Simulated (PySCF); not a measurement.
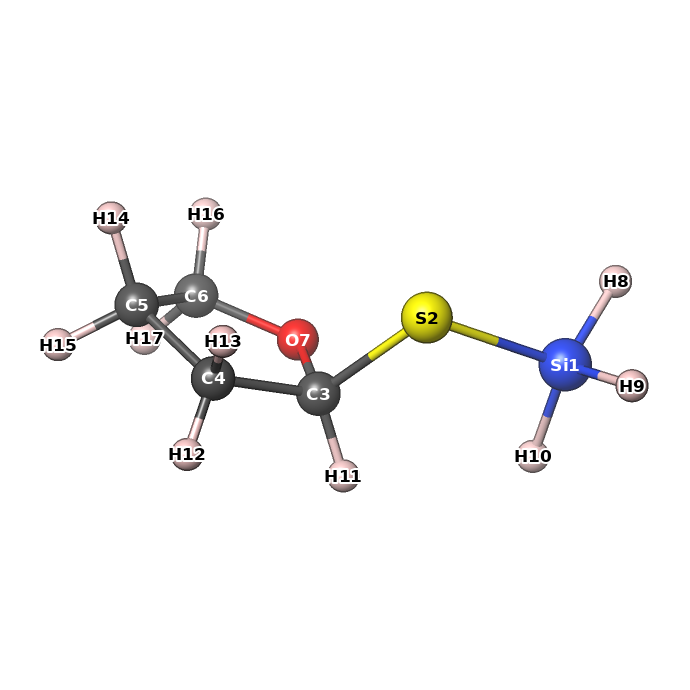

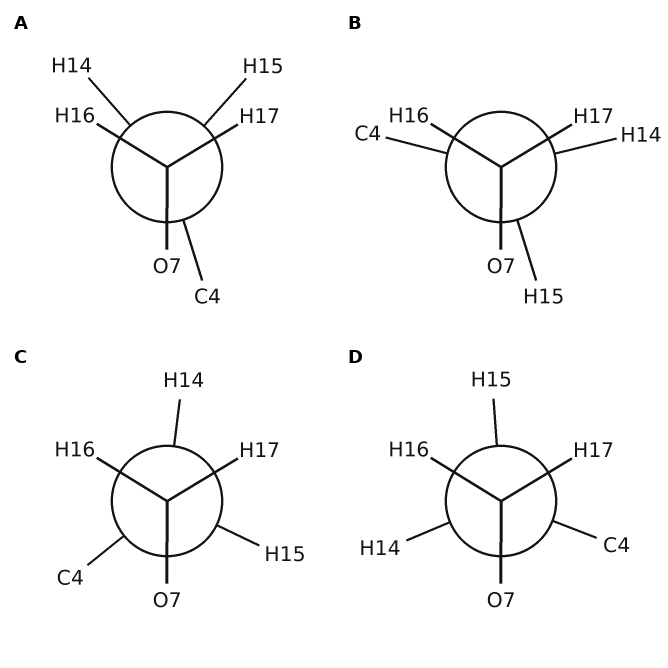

Distant atoms are faded towards the background colour. Bonds that would overlap in a projection are set slightly apart. Geometry: a frame of a GFN2-xTB molecular-dynamics simulation, not a minimum.

Which Newman projection shows the view along C6–C5, with C6 in front?

Answer. A. The torsion angle O7–C6–C5–C4 is −9°, synperiplanar (eclipsed).
